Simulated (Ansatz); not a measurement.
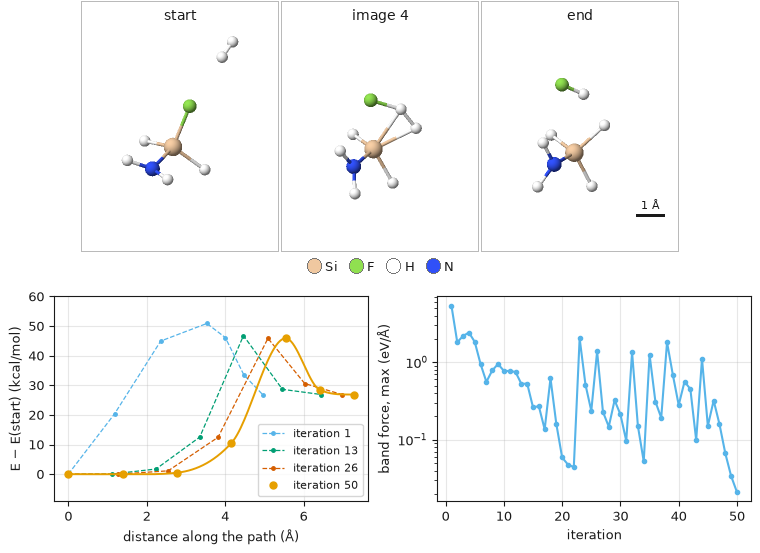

A search for the minimum-energy path of SiNH6F, made up of SiNH$_{4}$F and H2 by the nudged elastic band. Images are numbered from 0 (start) to 6 (end). The plot follows the band through its iterations. Style: ball-and-stick. Shown from a free direction.

Computed with Ansatz, RKS PBE/def2-SVP. Run with 5 movable images; climbing image; force threshold 0.03 eV/Å; iteration limit 60; starting path through a guess of the saddle point.

### Judge this run.

The result is final at these settings. The band converged in 50 iterations. The largest component of the band force went from 5.4 to 0.021 eV/Å. The climbing image converged on the top of the path. Its vibrational analysis gives one imaginary mode (884i cm⁻¹), as a transition state must have. The first iteration put the highest image at 50.9 kcal/mol. The energy climbs by 45.9 kcal/mol to image 4 and then falls by 19.0 kcal/mol, so the end point sits at +26.9 kcal/mol.

Limits of the set-up: the start holds two separate molecules, 2.4 Å apart at their closest, whose relative position is a soft coordinate and is computed without a dispersion correction.

The run took 3.8 min on 2 threads of Arm Neoverse V1 (shared host), peak memory 0.16 GiB.
